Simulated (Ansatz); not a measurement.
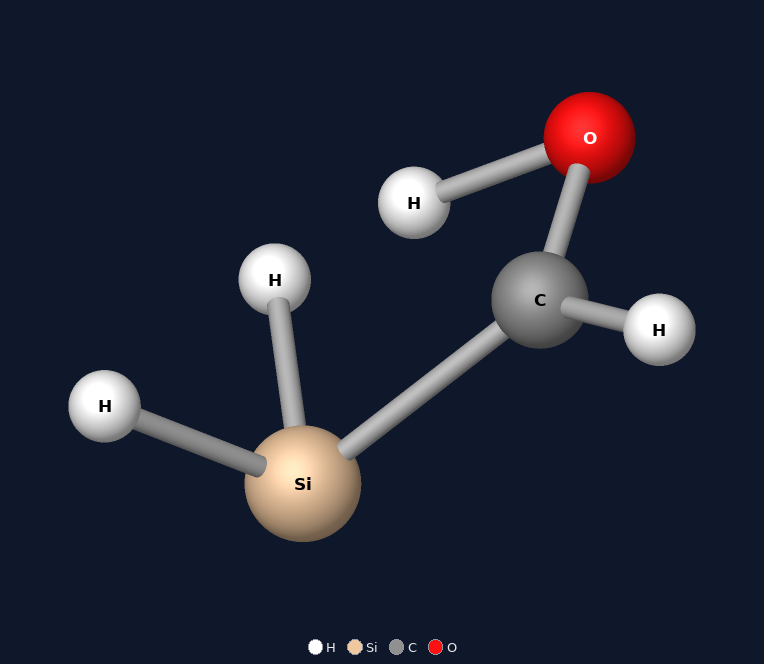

Harmonic vibrations computed with RKS PBE0-D4/def2-SVP (Ansatz 0.2.0) at a stationary point of the same level.

### How many imaginary frequencies does it have?

A first-order saddle point: one imaginary frequency, 1151i cm⁻¹.

### List the wavenumbers.

15 modes: 1151i, 339, 517, 604, 662, 839, 948, 1165, 1302, 1486, 1619, 1731, 1966, 2111, 3062 cm⁻¹.
